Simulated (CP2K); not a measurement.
# PM3 run of C3H6F2Si (SMILES F/C=C(\[SiH3])CF)

What is the energy difference between two shapes of C3H6F2Si at PM3? 

The calculation is run with CP2K 2026.2.

5 further runs of the same task are left out: 1 that didn't finish, 4 set aside as unsound or not needed.

### 1 The molecule

C3H6F2Si: 12 atoms, total charge 0, spin state singlet. As SMILES, `F/C=C(\[SiH3])CF`. The shape comes from a force field and isn't a relaxed structure. This is one conformer, not always the lowest.

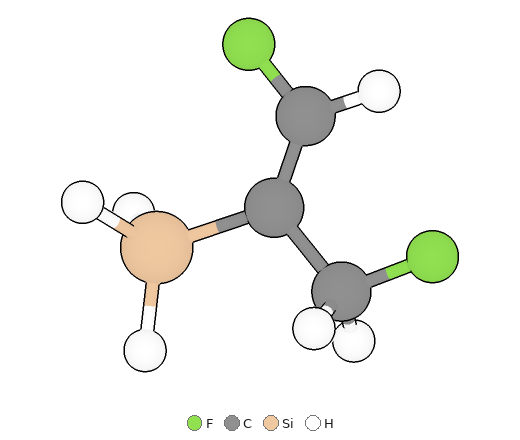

Viewed from a chosen angle; fluorine green, carbon grey, silicon light orange, hydrogen white.

### 2 The energy at PM3

File job.inp:

```
&GLOBAL
 PROJECT_NAME job
 RUN_TYPE ENERGY
 PRINT_LEVEL MEDIUM
&END GLOBAL

&FORCE_EVAL
 METHOD QUICKSTEP
 &DFT
  ! Quickstep
  &QS
   METHOD PM3
   EPS_DEFAULT 1.0E-10
   &SE
    &COULOMB
     CUTOFF [angstrom] 50
     RC_RANGE [angstrom] 0
    &END COULOMB
    &EXCHANGE
     CUTOFF [angstrom] 50
     RC_RANGE [angstrom] 0
    &END EXCHANGE
   &END SE
  &END QS
  &POISSON
   PERIODIC NONE
   POISSON_SOLVER ANALYTIC
  &END POISSON
  ! SCF settings
  &SCF
   SCF_GUESS ATOMIC
   EPS_SCF 1.0E-06
   MAX_SCF 80
   ADDED_MOS 8
   &DIAGONALIZATION
    ALGORITHM STANDARD
   &END DIAGONALIZATION
   &MIXING
    METHOD DIRECT_P_MIXING
    ALPHA 0.4
   &END MIXING
  &END SCF
  ! extra output
  &PRINT
   &MOMENTS
    PERIODIC F
    REFERENCE COM
    MAX_MOMENT 1
   &END MOMENTS
   &MO ON
    ENERGIES T
    OCCUPATION_NUMBERS T
    NDIGITS 6
    &EACH
     QS_SCF 0
    &END EACH
    ADD_LAST NUMERIC
   &END MO
   &HIRSHFELD OFF
   &END HIRSHFELD
  &END PRINT
 &END DFT
 ! structure
 &SUBSYS
  ! box in angstrom
  &CELL
   ABC 20.2 19.1 19.9
   PERIODIC NONE
  &END CELL
  &COORD
   F     -1.678900     1.026500     1.537500
   C     -0.424200     0.892000     1.254300
   C     -0.018100     0.161000     0.212100
   Si    -1.048900    -0.687500    -0.945800
   C      1.476100    -0.031500    -0.075200
   F      2.239100     0.658500     0.852100
   H      0.221900     1.423300     1.977600
   H     -1.917400    -1.676900    -0.231000
   H     -1.979700     0.299300    -1.606100
   H     -0.306900    -1.415200    -1.931600
   H      1.752500    -1.079000     0.018000
   H      1.761500     0.374300    -1.027900
  &END COORD
  &TOPOLOGY
   &CENTER_COORDINATES
   &END CENTER_COORDINATES
  &END TOPOLOGY
 &END SUBSYS
&END FORCE_EVAL
```

The run is started by

```
$ OMP_NUM_THREADS=1 cp2k.psmp job.inp > job.out
```

Standard output, shortened:

```text
CP2K| version string:                                       CP2K version 2026.2
[...]
 GLOBAL| Method name                                                        CP2K
[...]
 GLOBAL| Run type                                                         ENERGY
[...]
                             - Atoms:                                         12
[...]
                             - Spherical basis functions:                     30
[...]
 Number of electrons:                                                         36
[...]
     1 P_Mix/Diag. 0.40E+00    0.0     0.74130175       -44.1800181300 -4.42E+01
[...]
    16 DIIS/Diag.  0.33E-06    0.0     0.00000062       -51.4526462548 -8.68E-11
  *** SCF run converged in    16 steps ***
  Core-core repulsion energy [eV]:                           2844.87288315240130
  Core Hamiltonian energy [eV]:                             -2296.83903290358830
  Two-electron integral energy [eV]:                        -3896.26311584640962
  Electronic energy [eV]:                                   -4244.97059082679334
  Total energy [eV]:                                        -1400.09770767439181
  Atomic reference energy [eV]:                              1397.07837145392068
  Heat of formation [kcal/mol]:                               -69.62755284933745
[...]
 SE_DIPOLE| Moment [Debye]         -0.25299241       0.69192652       0.99558452
 SE_DIPOLE| Derivative [a.u.]       0.00000000       0.00000000       0.00000000
 ENERGY| Total FORCE_EVAL ( QS ) energy [hartree]            -51.452646254778884
[...]
```

Wall time 0.26 s (1 thread of Arm Neoverse V1, shared host).

### 3 The distorted shape at the same level

File calc.inp:

```
&GLOBAL
    PROJECT_NAME calc
    RUN_TYPE ENERGY
    PRINT_LEVEL MEDIUM
&END GLOBAL

&FORCE_EVAL
    METHOD QUICKSTEP
    &DFT
        CHARGE 0
        MULTIPLICITY 1
        &QS
            METHOD PM3
            EPS_DEFAULT 1.0E-10
            &SE
                &COULOMB
                    CUTOFF [angstrom] 50
                    RC_RANGE [angstrom] 0
                &END COULOMB
                &EXCHANGE
                    CUTOFF [angstrom] 50
                    RC_RANGE [angstrom] 0
                &END EXCHANGE
            &END SE
        &END QS
        &POISSON
            PERIODIC NONE
            POISSON_SOLVER ANALYTIC
        &END POISSON
        &SCF
            SCF_GUESS ATOMIC
            EPS_SCF 1.0E-06
            MAX_SCF 80
            ADDED_MOS 8
            &DIAGONALIZATION
                ALGORITHM STANDARD
            &END DIAGONALIZATION
            &MIXING
                METHOD DIRECT_P_MIXING
                ALPHA 0.4
            &END MIXING
        &END SCF
        ! extra output
        &PRINT
            &MOMENTS
                PERIODIC F
                REFERENCE COM
                MAX_MOMENT 1
            &END MOMENTS
            &MO ON
                ENERGIES T
                OCCUPATION_NUMBERS T
                NDIGITS 6
                &EACH
                    QS_SCF 0
                &END EACH
                ADD_LAST NUMERIC
            &END MO
            &HIRSHFELD OFF
            &END HIRSHFELD
        &END PRINT
    &END DFT
    &SUBSYS
        &CELL
            ABC [angstrom] 20.4 19.2 20
            PERIODIC NONE
        &END CELL
        &COORD
            F     -1.653780     0.963906     1.635760
            C     -0.430526     0.866743     1.225335
            C      0.003808     0.197696     0.140410
            Si    -1.022721    -0.711163    -0.933047
            C      1.491652     0.013984    -0.106765
            F      2.277653     0.595329     0.907398
            H      0.268631     1.544832     2.045162
            H     -1.979230    -1.694645    -0.210953
            H     -2.081681     0.377073    -1.646116
            H     -0.237152    -1.442558    -1.906221
            H      1.713431    -1.166594     0.053112
            H      1.807309     0.412211    -1.053366
        &END COORD
        &TOPOLOGY
            &CENTER_COORDINATES
            &END CENTER_COORDINATES
        &END TOPOLOGY
    &END SUBSYS
&END FORCE_EVAL
```

The run is started by

```
$ OMP_NUM_THREADS=1 cp2k.psmp calc.inp > calc.out
```

Standard output, shortened:

```text
CP2K| version string:                                       CP2K version 2026.2
[...]
 GLOBAL| Method name                                                        CP2K
[...]
 GLOBAL| Run type                                                         ENERGY
[...]
                             - Atoms:                                         12
[...]
                             - Spherical basis functions:                     30
[...]
 Number of electrons:                                                         36
[...]
     1 P_Mix/Diag. 0.40E+00    0.0     0.76020640       -44.3136346943 -4.43E+01
[...]
    16 DIIS/Diag.  0.41E-06    0.0     0.00000090       -51.4208952659 -8.84E-11
  *** SCF run converged in    16 steps ***
  Core-core repulsion energy [eV]:                           2814.42403848845424
  Core Hamiltonian energy [eV]:                             -2294.61815659141394
  Two-electron integral energy [eV]:                        -3838.07920244877414
  Electronic energy [eV]:                                   -4213.65775781580123
  Total energy [eV]:                                        -1399.23371932734699
  Atomic reference energy [eV]:                              1397.07837145392068
  Heat of formation [kcal/mol]:                               -49.70350666752506
[...]
 SE_DIPOLE| Moment [Debye]         -0.18896812       0.59733639       1.01491237
 SE_DIPOLE| Derivative [a.u.]       0.00000000       0.00000000       0.00000000
 ENERGY| Total FORCE_EVAL ( QS ) energy [hartree]            -51.420895265869262
[...]
```

Run time: 0.26 s. Hardware: 1 thread of Arm Neoverse V1, shared host.

### 4 What came out

Level: PM3.

| quantity | value |
| --- | --- |
| first shape: total energy | -51.45265 Eh |
| first shape: dipole moment | 1.24 D |
| first shape: HOMO energy | -9.89 eV |
| first shape: LUMO energy | 0.28 eV |
| first shape: HOMO–LUMO gap | 10.17 eV |
| first shape: heat of formation | -69.6 kcal/mol |
| distorted shape: total energy | -51.42090 Eh |
| distorted shape: dipole moment | 1.19 D |
| distorted shape: HOMO energy | -9.76 eV |
| distorted shape: LUMO energy | 0.19 eV |
| distorted shape: HOMO–LUMO gap | 9.94 eV |
| distorted shape: heat of formation | -49.7 kcal/mol |
| energy change with the atoms displaced | 0.864 eV |

With the atoms displaced the energy rises by 0.86 eV (83.4 kJ/mol). The first shape isn't relaxed at this level, so the change isn't measured from a minimum.
